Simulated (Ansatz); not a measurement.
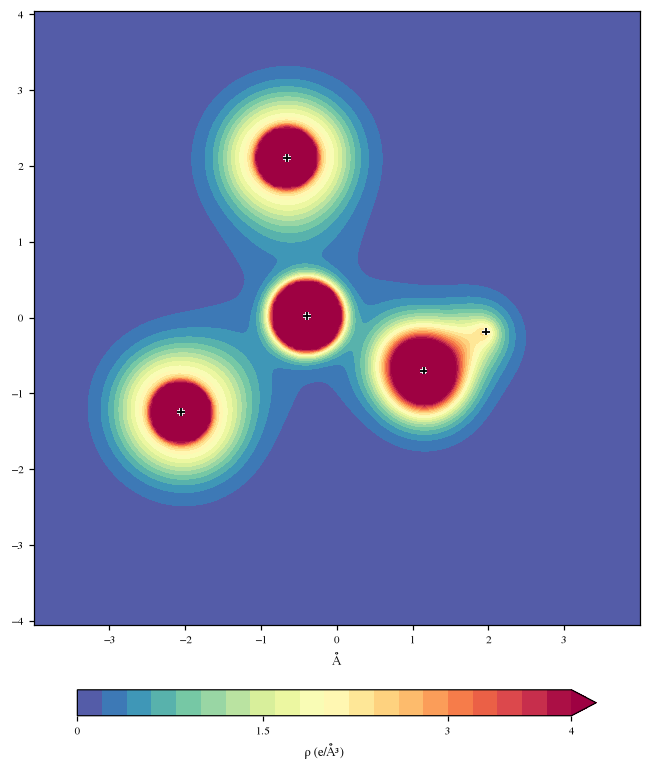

The electron density on a plane through atoms (crosses mark nuclei in the plane).

These are results of Ansatz, RKS PBE-D4/def2-SVP, not measurements.

Candidates:
A. BH4NSSi
B. AlCl2HO

**Which candidate gave the map?**

Candidate B: AlCl2HO on the molecular plane, which holds O, Al, Cl and H. Al–O (1.70 Å): ρ is about 0.83 e/Å³ halfway. Al–Cl (2.09 Å): the density is about 0.71 e/Å³ at the midpoint.
